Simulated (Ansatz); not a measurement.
Consider C2HGaO (SMILES C#C[O][Ga]).

The calculation's input:

```
basis:
  gaussian: {orbitals: def2-TZVPD}
crystal:
  periodic: [false, false, false]
  atoms:
    - {symbol: C, position_ang: [0.000000, 0.000000, -0.177576]}
    - {symbol: C, position_ang: [0.000000, 0.000000, -1.406673]}
    - {symbol: Ga, position_ang: [0.000000, 0.000000, 2.971330]}
    - {symbol: O, position_ang: [0.000000, 0.000000, 1.097561]}
    - {symbol: H, position_ang: [0.000000, 0.000000, -2.484641]}
hamiltonian: {xc: {name: PBE0}}
output: {forces: true, orbitals: {seedname: orbitals}}
```

Run with:

```sh
ansatz run input.yaml --threads 1 --pin off --max-ram 2610MiB --events-out events.jsonl --progress --plain --runs-dir runs
```

Geometry: PBE-D3(BJ)/def2-SVP.

Level of theory: isolated molecule in a Gaussian basis; Kohn-Sham density functional theory, functional PBE0 in Ansatz 0.2.0.

Q: What can the converged electron density and electron localisation function tell about the bonding?

A: C–C (1.23 Å): ρ at the midpoint is about 2.6 e/Å³; the ELF peaks at about 0.85 between the atoms (a multiple bond).
C–O (1.28 Å): ρ at the midpoint is about 2.8 e/Å³; the ELF peaks at about 0.85 between the atoms: a short, strongly polar bond.
Ga–O (1.87 Å): ρ at the midpoint is about 0.66 e/Å³; the ELF peaks at about 0.80 in the valence shell of O, 0.6 Å from its nucleus, and is about 0.15 at the midpoint.
C–H (1.08 Å): the density is about 2 e/Å³ at the midpoint; the ELF climbs to about 1 towards the hydrogen, as it does in any bond to H: an ordinary covalent bond to hydrogen.

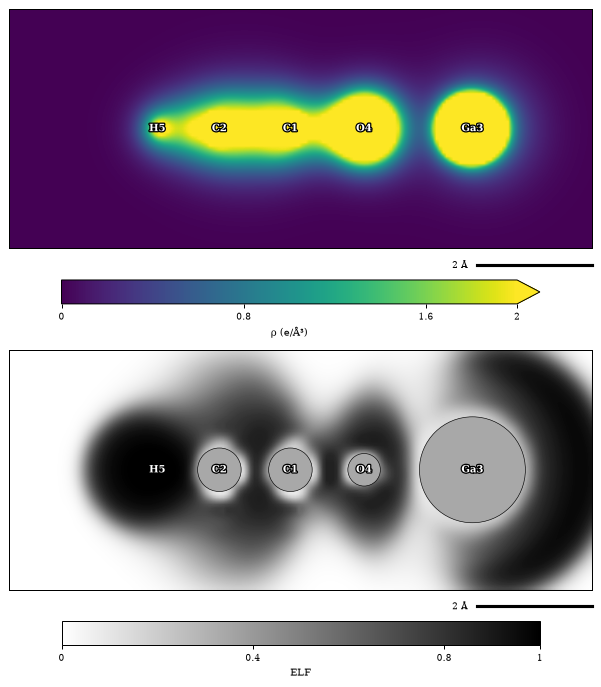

Computed electron density and electron localisation function on a plane that holds the molecular axis, in this order. Grey discs cover the atomic cores in the ELF map. 
